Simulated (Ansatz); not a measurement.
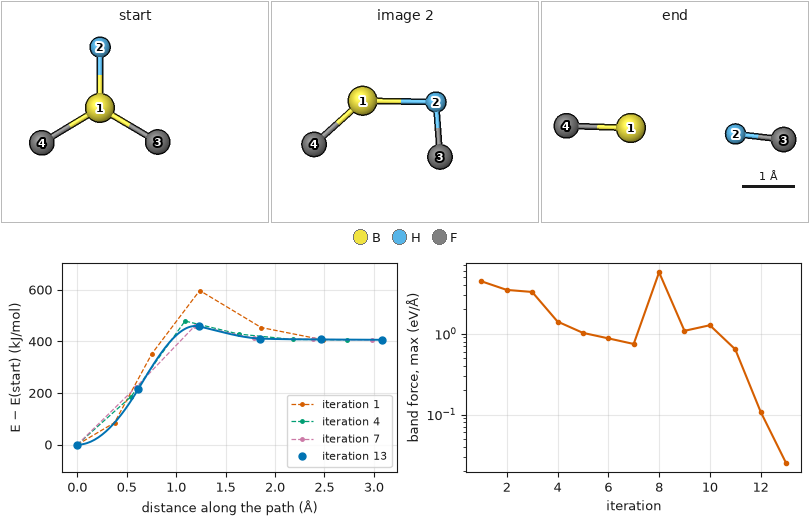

A nudged-elastic-band calculation for BHF$_{2}$. Images are numbered from 0 (start) to 5 (end). The plot follows the band through its iterations. Style: ball-and-stick. Shown face on.

The calculation used RKS B3LYP-D4/6-31G* (Ansatz). Set-up: 4 movable images; no climbing image; force threshold 0.03 eV/Å; iteration limit 60; starting path through a guess of the saddle point.

Q: Did the band converge, and can the barrier be trusted?

A: The run is converged, with reservations. The band converged in 13 iterations. The largest component of the band force went from 4.5 to 0.025 eV/Å. No image climbed, so the highest image needn't lie on the saddle point, and the true maximum along this path can be higher. The first iteration put the highest image at 597.2 kJ/mol. The highest point, image 2, lies 458.0 kJ/mol above the start and 51.8 kJ/mol above the end; the end is at +406.2 kJ/mol relative to the start.

Cost: 29 s on 1 thread of AMD EPYC 7R43 64-Core Processor (Zen 3), on a shared host, peak memory 0.098 GiB.
